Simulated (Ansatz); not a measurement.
## Run report: ZrPH4Cl3O, geometry relaxation (part 1 of 2)

ZrPH4Cl3O, computed with RKS BLYP-D4/def2-SVP (Ansatz 0.2.0).

The input holds or restrains some coordinates. It belongs to a series of runs on one base structure; here: pulled along the bonds that form and break, towards end A. Figures and captions count atoms from 1; the log counts them from 0 in places.

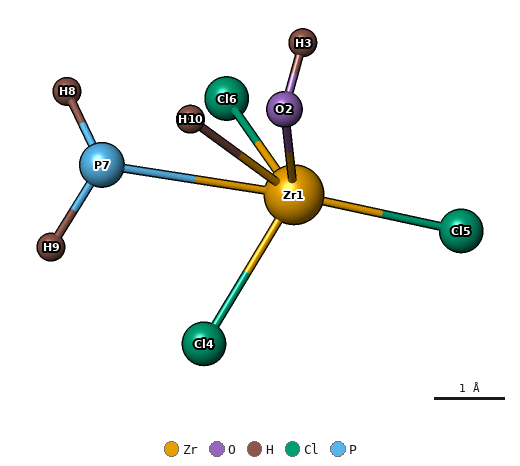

**Figure 1.** The structure as given in the input (ball-and-stick view, seen at a tilt; atoms are numbered from 1 in the order of the input). Sticks mark near contacts. Bond lengths as drawn: Cl–Zr 2.52 Å, H–O 1.01 Å, H–P 1.42 Å, H–Zr 2.57 Å, O–Zr 2.42 Å and P–Zr 2.87 Å.

Input file
```yaml
crystal:
  periodic: [false, false, false]
  atoms:
    - { symbol: Zr, position_ang: [0.0, 0.0, 0.0] }
    - { symbol: O, position_ang: [0.0, 0.0, 2.42] }
    - { symbol: H, position_ang: [-0.9095, -0.2814, 2.7571] }
    - { symbol: Cl, position_ang: [2.3764, 0.0, -0.8392] }
    - { symbol: Cl, position_ang: [-1.1869, 2.0563, -0.8392] }
    - { symbol: Cl, position_ang: [-1.1869, -2.0563, -0.8392] }
    - { symbol: P, position_ang: [1.4979, -2.2747, 0.905] }
    - { symbol: H, position_ang: [0.7017, -3.4444, 0.7861] }
    - { symbol: H, position_ang: [2.6682, -2.4171, 0.1133] }
    - { symbol: H, position_ang: [0.7549, -1.1463, 2.1706] }
basis:
  gaussian: { orbitals: def2-SVP }
hamiltonian:
  xc: blyp
  dispersion: d4
relax:
  f_tol: 0.15
  max_steps: 25
  restrain:
    - { distance: [0, 6], at: 3.77, k: 30.0 }
    - { distance: [9, 1], at: 2.21, k: 30.0 }
    - { distance: [0, 1], at: 2.07, k: 30.0 }
    - { distance: [9, 6], at: 1.42, k: 30.0 }
output:
  orbitals: {}
```

Hardware: 4 threads of Intel Xeon @ 2.80GHz (Skylake/Cascade Lake), 24 GiB of memory available, shared host.

Launch command:
```bash
ansatz run input.yaml --threads 4 --pin off --max-ram 5120MiB --backend cpu --events-out ev --progress --plain --runs-dir out
```

What the program printed
```
The last accepted step is kept in [file] (removed where the run ends without a failure and the disk answers)
Engine: ansatz 0.2.0, x86_64-unknown-linux-gnu
Functional definition: BLYP
  parameter beta = 0.0042
  parameter a = 0.04918
  parameter b = 0.132
  parameter c = 0.2533
  parameter d = 0.349
  exchange = b88_x(beta = beta)
  correlation = lyp_c(a = a, b = b, c = c, d = d)
1445 factors; their error is unknown
mean field evaluation 1: about -50228.5747 eV, gradient 5.9e1 eV
mean field evaluation 2: about -49974.0086 eV, gradient 2.8e2 eV
mean field evaluation 4: about -50207.7946 eV, gradient 8.3e1 eV
mean field evaluation 8: about -50236.0405 eV, gradient 5.4e-1 eV
mean field evaluation 16: about -50235.9884 eV, gradient 1.7e-3 eV
mean field -50235.98840081 eV, -1846.1385225538 hartree, gradient 5.4e-5 eV, S^2 0.000000; 2 other end points of the search recorded, 0 dependent functions left out
the calculation of the forces begins
reference -50235.98887842 eV, -1846.1385401056 hartree; 45, 45 occupied and 92, 92 virtual orbitals, 1445 factors
relax step   1: F+E_penalty+E_count = -50236.73441299 eV  Δ(F+E_penalty+E_count) = +0.000e0 eV  max|allowed force component| = 2.156e0 eV/Å  E_restraint = 26.73947100 eV  max|allowed force component, restraints' pulls added| = 2.752e1 eV/Å  Δτ_max = 0.0000 Å  (67 SCF iters, accepted)
  distance Zr 0 - P 6 = 2.8700 Å
  distance H 9 - O 1 = 1.3950 Å
  distance Zr 0 - O 1 = 2.4200 Å
  distance H 9 - P 6 = 1.8512 Å
these checks for a lower state are left out or cut short: starts, cluster_reference, orbital_swaps, neighbouring_geometries, increment
1445 factors; their error is unknown
mean field evaluation 32: about -50235.0157 eV, gradient 2.0e1 eV
mean field -50235.87618355 eV, -1846.1343986456 hartree, gradient 2.6e-5 eV, S^2 0.000000; 0 other end points of the search recorded, 0 dependent functions left out
[... from here on the field's lines of each further geometry are left out, up to the last ...]
relax step   2: F+E_penalty+E_count = -50236.61320599 eV  Δ(F+E_penalty+E_count) = +1.212e-1 eV  max|allowed force component| = 3.269e0 eV/Å  E_restraint = 11.55988079 eV  max|allowed force component, restraints' pulls added| = 1.840e1 eV/Å  Δτ_max = 0.1949 Å  (39 SCF iters, accepted)
relax step   3: F+E_penalty+E_count = -50237.10695284 eV  Δ(F+E_penalty+E_count) = -4.937e-1 eV  max|allowed force component| = 3.734e0 eV/Å  E_restraint = 3.31053077 eV  max|allowed force component, restraints' pulls added| = 7.868e0 eV/Å  Δτ_max = 0.1941 Å  (40 SCF iters, accepted)
relax step   4: F+E_penalty+E_count = -50238.16748922 eV  Δ(F+E_penalty+E_count) = -1.061e0 eV  max|allowed force component| = 3.080e0 eV/Å  E_restraint = 0.50118749 eV  max|allowed force component, restraints' pulls added| = 4.720e0 eV/Å  Δτ_max = 0.1949 Å  (38 SCF iters, accepted)
relax step   5: F+E_penalty+E_count = -50239.38178379 eV  Δ(F+E_penalty+E_count) = -1.214e0 eV  max|allowed force component| = 1.435e0 eV/Å  E_restraint = 0.06787153 eV  max|allowed force component, restraints' pulls added| = 1.402e0 eV/Å  Δτ_max = 0.1946 Å  (37 SCF iters, accepted)
relax step   6: F+E_penalty+E_count = -50239.66620255 eV  Δ(F+E_penalty+E_count) = -2.844e-1 eV  max|allowed force component| = 1.195e0 eV/Å  E_restraint = 0.04998620 eV  max|allowed force component, restraints' pulls added| = 9.850e-1 eV/Å  Δτ_max = 0.1998 Å  (32 SCF iters, accepted)
relax step   7: F+E_penalty+E_count = -50239.94716769 eV  Δ(F+E_penalty+E_count) = -2.810e-1 eV  max|allowed force component| = 2.438e0 eV/Å  E_restraint = 0.04371619 eV  max|allowed force component, restraints' pulls added| = 8.900e-1 eV/Å  Δτ_max = 0.2000 Å  (37 SCF iters, accepted)
relax step   8: F+E_penalty+E_count = -50239.99134105 eV  Δ(F+E_penalty+E_count) = -4.417e-2 eV  max|allowed force component| = 1.643e0 eV/Å  E_restraint = 0.05444236 eV  max|allowed force component, restraints' pulls added| = 2.809e-1 eV/Å  Δτ_max = 0.0957 Å  (31 SCF iters, accepted)
relax step   9: F+E_penalty+E_count = -50239.98476626 eV  Δ(F+E_penalty+E_count) = +6.575e-3 eV  max|allowed force component| = 1.526e0 eV/Å  E_restraint = 0.04672706 eV  max|allowed force component, restraints' pulls added| = 5.332e-1 eV/Å  Δτ_max = 0.1334 Å  (32 SCF iters, accepted)
relax step  10: F+E_penalty+E_count = -50239.99571146 eV  Δ(F+E_penalty+E_count) = -1.095e-2 eV  max|allowed force component| = 1.562e0 eV/Å  E_restraint = 0.04892864 eV  max|allowed force component, restraints' pulls added| = 1.712e-1 eV/Å  Δτ_max = 0.0426 Å  (31 SCF iters, accepted)
relax step  11: F+E_penalty+E_count = -50240.00717407 eV  Δ(F+E_penalty+E_count) = -1.146e-2 eV  max|allowed force component| = 1.784e0 eV/Å  E_restraint = 0.05064819 eV  max|allowed force component, restraints' pulls added| = 1.541e-1 eV/Å  Δτ_max = 0.1690 Å  (30 SCF iters, accepted)
relax step  12: F+E_penalty+E_count = -50240.00935939 eV  Δ(F+E_penalty+E_count) = -2.185e-3 eV  max|allowed force component| = 1.791e0 eV/Å  E_restraint = 0.05115039 eV  max|allowed force component, restraints' pulls added| = 1.010e-1 eV/Å  Δτ_max = 0.0493 Å  (30 SCF iters, accepted)
relax step  13: F+E_penalty+E_count = -50239.97858947 eV  Δ(F+E_penalty+E_count) = +3.077e-2 eV  max|allowed force component| = 1.814e0 eV/Å  E_restraint = 0.05888577 eV  max|allowed force component, restraints' pulls added| = 1.612e0 eV/Å  Δτ_max = 0.1911 Å  (38 SCF iters, rejected (line search))
relax step  14: F+E_penalty+E_count = -50240.01998184 eV  Δ(F+E_penalty+E_count) = -1.062e-2 eV  max|allowed force component| = 1.936e0 eV/Å  E_restraint = 0.06291743 eV  max|allowed force component, restraints' pulls added| = 1.862e-1 eV/Å  Δτ_max = 0.0581 Å  (30 SCF iters, rejected (line search))
the calculation of the forces begins
reference -50239.30666155 eV, -1846.2604663867 hartree; 45, 45 occupied and 92, 92 virtual orbitals, 1445 factors
relax step  15: F+E_penalty+E_count = -50240.01630004 eV  Δ(F+E_penalty+E_count) = -6.941e-3 eV  max|allowed force component| = 1.786e0 eV/Å  E_restraint = 0.05659774 eV  max|allowed force component, restraints' pulls added| = 2.718e-2 eV/Å  Δτ_max = 0.0278 Å  (31 SCF iters, accepted)
```

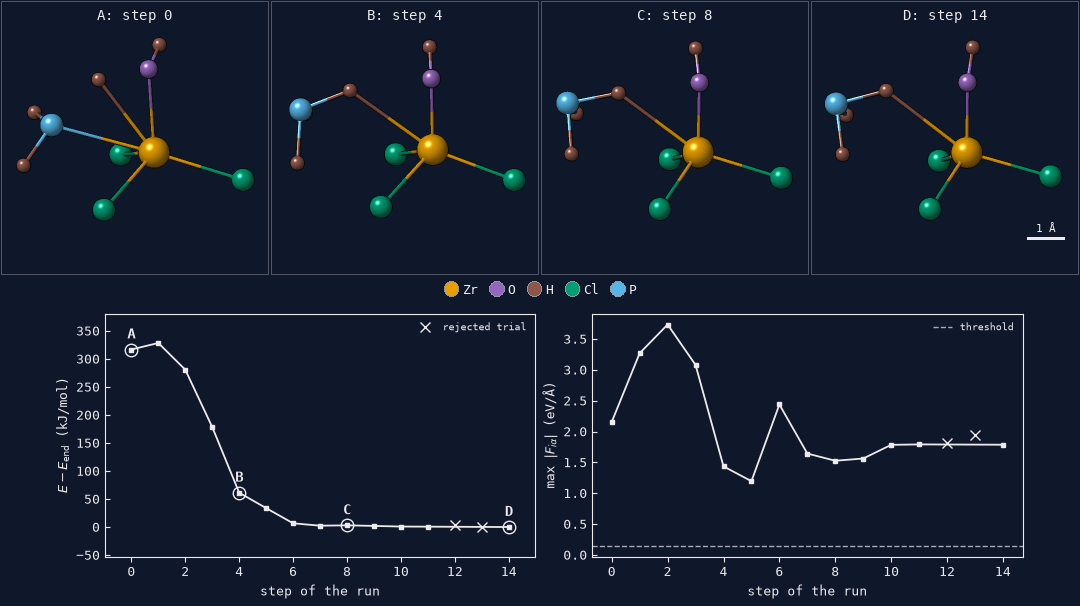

**Figure 2.** Frames of the restrained relaxation (ball-and-stick view, seen on its broad side) above the curves, on which the letters mark them (the first geometry is step 0 here and step 1 in the log).

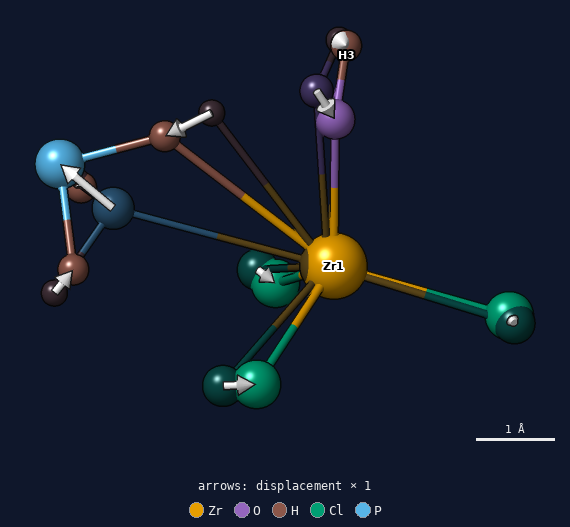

**Figure 3.** Start (faint) and end (solid) with the displacements as white arrows, at true length (ball-and-stick view, seen on its broad side). The two geometries are laid on each other by the best rigid fit. The energy falls by 316.7 kJ/mol in 14 geometry steps. The largest force component goes from 2.2 to 1.8 eV/Å. The line search rejected the trial steps at points 12, 13 (counted from 0) and went back. The atom that moves furthest after the best rigid fit is P7 (0.90 Å). Largest moves by element: P 0.90 Å, H 0.70 Å, O 0.48 Å, Cl 0.43 Å, Zr 0.08 Å. Distances before and after: Zr1–P7 2.870 → 3.776 Å, P7–H10 1.851 → 1.429 Å, Zr1–O2 2.420 → 2.010 Å, Zr1–H10 2.568 → 2.793 Å. New bonds form: P7–H10 (1.85 → 1.43 Å). Bonds break: Zr1–P7 (2.87 → 3.78 Å). Among the angles that change: Zr1–O2–H3 109.5° → 150.9°, O2–Zr1–H10 32.3° → 51.9°, H8–P7–H9 109.4° → 93.4°. (Atoms are counted from 1 in the order of the input.)

```
  distance Zr 0 - P 6 = 3.7765 Å
  distance H 9 - O 1 = 2.2149 Å
  distance Zr 0 - O 1 = 2.0097 Å
  distance H 9 - P 6 = 1.4287 Å
1445 factors; their error is unknown
mean field -50239.30618846 eV, -1846.2604490009 hartree, gradient 1.1e-5 eV, S^2 0.000000; 1 other end points of the search recorded, 0 dependent functions left out
the calculation of the forces begins
reference -50239.30666155 eV, -1846.2604663867 hartree; 45, 45 occupied and 92, 92 virtual orbitals, 1445 factors
Total energy: -50240.01677313 eV, -1846.2865625061 hartree
Atom 0 at    -0.058872     0.053710    -0.010172 Å, force    -0.182507     0.218711     1.733752 eV/Å
Atom 1 at    -0.169860     0.135011     1.994844 Å, force    -0.009175     0.043729    -1.786168 eV/Å
Atom 2 at    -0.661411     0.008835     2.823755 Å, force     0.020774     0.018699    -0.009724 eV/Å
Atom 3 at     2.140315     0.370253    -0.834351 Å, force    -0.003270    -0.000146     0.001899 eV/Å
Atom 4 at    -1.269031     1.923275    -0.777656 Å, force    -0.004313     0.003757     0.000136 eV/Å
Atom 5 at    -1.193113    -1.784138    -0.976316 Å, force     0.002520    -0.003266    -0.004906 eV/Å
Atom 6 at     1.767165    -2.889982     1.493824 Å, force     0.227994    -0.373130     0.005730 eV/Å
Atom 7 at     0.683137    -3.401661     0.701542 Å, force     0.001410    -0.001562    -0.005242 eV/Å
Atom 8 at     2.415643    -2.278918     0.367196 Å, force    -0.000805    -0.001407    -0.002148 eV/Å
Atom 9 at     1.061827    -1.700284     1.851834 Å, force    -0.052628     0.094616     0.066670 eV/Å
Dipole moment:    -0.159447    -0.113491     0.432653 e Å
```

Trajectory as extended XYZ (Å, eV, eV/Å), 15 frames, from step=1 to step=15
```
10
Properties=species:S:1:pos:R:3:forces:R:3 step=1 energy=-50236.73441
Zr    0.0000    0.0000    0.0000    1.0535  -1.7083   0.2249
O     0.0000    0.0000    2.4200   -0.2953  -1.4544  -2.1558
H    -0.9095   -0.2814    2.7571    1.0365   0.2206  -0.2262
Cl    2.3764    0.0000   -0.8392   -1.3826   1.1655  -0.0349
Cl   -1.1869    2.0563   -0.8392    0.6124  -1.1046   0.5272
Cl   -1.1869   -2.0563   -0.8392   -0.0194   1.7572   0.1768
P     1.4979   -2.2747    0.9050   -1.2798   1.0771   1.2686
H     0.7017   -3.4444    0.7861    0.2955  -0.1658  -0.0467
H     2.6682   -2.4171    0.1133   -0.0476  -0.2441   0.3015
H     0.7549   -1.1463    2.1706    0.0267   0.4567  -0.0353
10
Properties=species:S:1:pos:R:3:forces:R:3 step=2 energy=-50236.61321
Zr   -0.0869    0.1303    0.0194    1.9019  -3.2692   1.3739
O    -0.0671    0.0896    2.3359   -0.8347  -0.7255  -2.2148
H    -0.9055   -0.2789    2.7569    0.8820   0.5022  -0.4165
Cl    2.3560    0.0134   -0.8375   -1.7394   1.1700   0.1779
Cl   -1.1853    2.0530   -0.8365    0.0410  -0.1080   0.0872
Cl   -1.1859   -2.0327   -0.8358    0.1145   2.0520   0.3226
P     1.5646   -2.3702    1.0331   -0.9866   0.8700   1.4195
H     0.7014   -3.4539    0.7860    0.0688  -0.1331  -0.0327
H     2.6672   -2.4210    0.1186   -0.4020   0.1687   0.5024
H     0.8573   -1.2935    2.0944    0.9546  -0.5271  -1.2196
10
Properties=species:S:1:pos:R:3:forces:R:3 step=3 energy=-50237.10695
Zr   -0.1440    0.2068    0.0515    2.2208  -3.7336   1.9380
O    -0.1506    0.1893    2.2487   -1.1596  -0.3290  -2.3078
H    -0.8972   -0.2699    2.7496    0.8919   0.6681  -0.6030
Cl    2.3268    0.0310   -0.8326   -1.9291   1.0751   0.3770
Cl   -1.1894    2.0597   -0.8386   -0.3655   0.5847  -0.2625
Cl   -1.1835   -1.9996   -0.8297    0.2016   2.1201   0.4541
P     1.6268   -2.4688    1.1366    0.2810  -0.4881   1.5999
H     0.6982   -3.4570    0.7845   -0.1682   0.0543  -0.1768
H     2.6590   -2.4139    0.1264   -0.8765   0.5378   0.5152
H     0.9698   -1.4414    2.0381    0.9037  -0.4894  -1.5341
```
